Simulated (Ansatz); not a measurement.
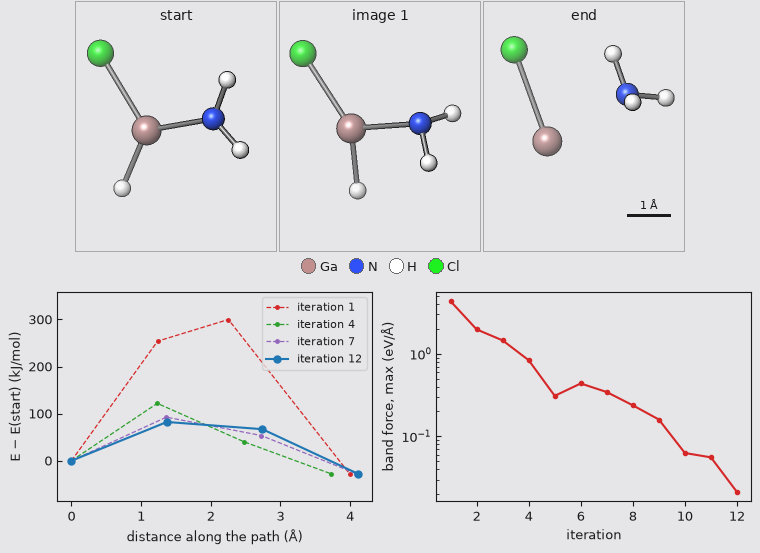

A search for the minimum-energy path of GaNH₃Cl by the nudged elastic band. Images are numbered from 0 (start) to 3 (end). The plot follows the band through its iterations. Style: ball-and-stick. Shown at a tilt.

The calculation used RKS PBE-D4/def2-TZVP (Ansatz). Settings: 2 movable images; no climbing image; force threshold 0.05 eV/Å; iteration limit 60; starting path through a guess of the saddle point.

**Did the band converge, and can the barrier be trusted?**

The run is converged, with reservations. The band converged in 12 iterations. The largest component of the band force went from 4.3 to 0.021 eV/Å. No image climbed, so the highest image needn't lie on the saddle point, and the true maximum along this path can be higher. So few images resolve the path coarsely. The first iteration put the highest image at 299.9 kJ/mol. Forward barrier 82.3 kJ/mol, backward barrier 109.9 kJ/mol, with image 1 at the top; the reaction energy is −27.6 kJ/mol.

The run took 42 s on 4 threads of Intel(R) Xeon(R) Platinum 8175M CPU @ 2.50GHz (Skylake/Cascade Lake), on a shared host, peak memory 0.25 GiB.
